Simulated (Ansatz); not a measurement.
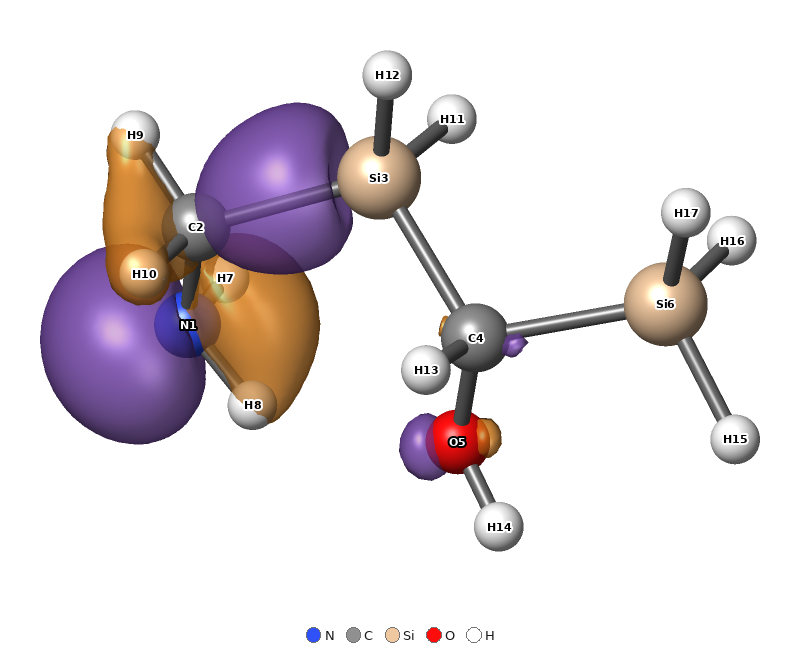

The picture shows: C$_{2}$H$_{11}$NOSi$_{2}$. The HOMO at ±0.15 Å⁻³ᐟ² (orange and purple are the two phases), seen at an oblique angle.

Theory: RKS PBE0-D4/6-31G* in Ansatz 0.2.0.

```csv
atom,x (Å),y (Å),z (Å)
N,1.9756,-0.7152,-1.7051
C,2.1883,-0.2784,-0.3185
Si,0.6550,-0.4477,0.7893
C,-0.7274,0.6793,0.1228
O,-0.8771,0.3828,-1.2787
Si,-2.3734,0.4420,1.0361
H,1.7823,-1.7137,-1.7155
H,1.1305,-0.2717,-2.0601
H,3.0326,-0.8380,0.1031
H,2.5147,0.7703,-0.3307
H,0.1773,-1.8618,0.7725
H,0.8855,-0.0393,2.2111
H,-0.3787,1.7173,0.2678
H,-1.5162,1.0068,-1.6504
H,-3.4290,1.2203,0.3177
H,-2.7729,-0.9910,1.0388
H,-2.2863,0.9374,2.4400
```

Q: Where does this orbital lie, and at what energy?

A: It lies mainly on N1 (about 55 %), C2 (about 15 %) and Si3 (about 10 %). Its energy is −6.04 eV.
